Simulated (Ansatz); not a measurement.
Consider AlF$_{3}$GeH$_{2}$O···HF.

Input

```
crystal:
  periodic: [false, false, false]
  atoms:
    - { symbol: Ge, position_ang: [-0.362514, -0.114928, -0.412817] }
    - { symbol: F, position_ang: [-0.173259, 0.798129, 2.307289] }
    - { symbol: F, position_ang: [0.911647, -1.097394, 0.210259] }
    - { symbol: F, position_ang: [0.149857, 1.525625, -0.553299] }
    - { symbol: F, position_ang: [-0.653993, -0.66822, -2.037838] }
    - { symbol: O, position_ang: [-1.908763, -0.271276, 0.419772] }
    - { symbol: Al, position_ang: [-3.291068, -1.274076, -0.002111] }
    - { symbol: H, position_ang: [-3.029806, -2.656115, -0.748312] }
    - { symbol: H, position_ang: [-4.682406, -0.704053, 0.538266] }
    - { symbol: H, position_ang: [-1.098195, 0.724107, 2.211491] }
basis:
  gaussian: { orbitals: def2-SVP }
hamiltonian:
  xc: pbe
  dispersion: d4
relax:
  f_tol: 0.03
  max_steps: 50
output:
  orbitals: {}
```

Run with:

```sh
ansatz run input.yaml --threads 4 --pin off --max-ram 5120MiB --backend cpu --events-out ev --progress --plain --runs-dir out
```

The fields are those of the run's last geometry, not of the input's.

Theory: RKS PBE-D4/def2-SVP in Ansatz.

### What can the converged electron density and electron localisation function tell about the bonding?

O6···H10 (1.72 Å): the density falls to about 0.31 e/Å³ on the way; the ELF dips to about 0.15 between them (a closed-shell contact with the geometry of a hydrogen bond).
Ge–F (1.74 Å): the density is about 0.92 e/Å³ at the midpoint; the ELF peaks at about 0.80 in the valence shell of F, 0.5 Å from its nucleus, and is about 0.25 at the midpoint.
Al–O (1.76 Å): the density is about 0.72 e/Å³ at the midpoint; the ELF peaks at about 0.85 in the valence shell of O, 0.6 Å from its nucleus, and is about 0.40 at the midpoint.
Ge–O (1.77 Å): the density is about 0.97 e/Å³ at the midpoint; the ELF peaks at about 0.80 in the valence shell of O, 0.6 Å from its nucleus, and is about 0.35 at the midpoint.

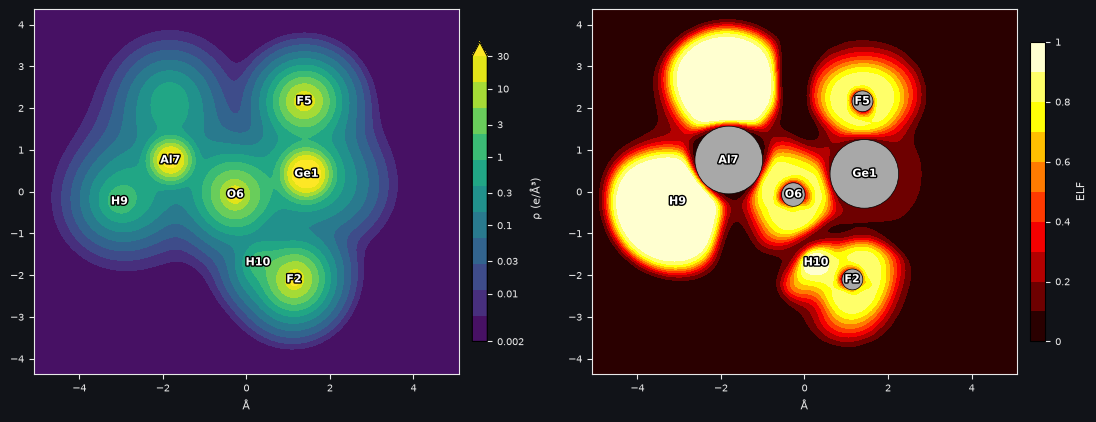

Computed electron density and electron localisation function on the plane of atoms F5, Ge1 and O6, in this order. Grey discs cover the atomic cores in the ELF map. 
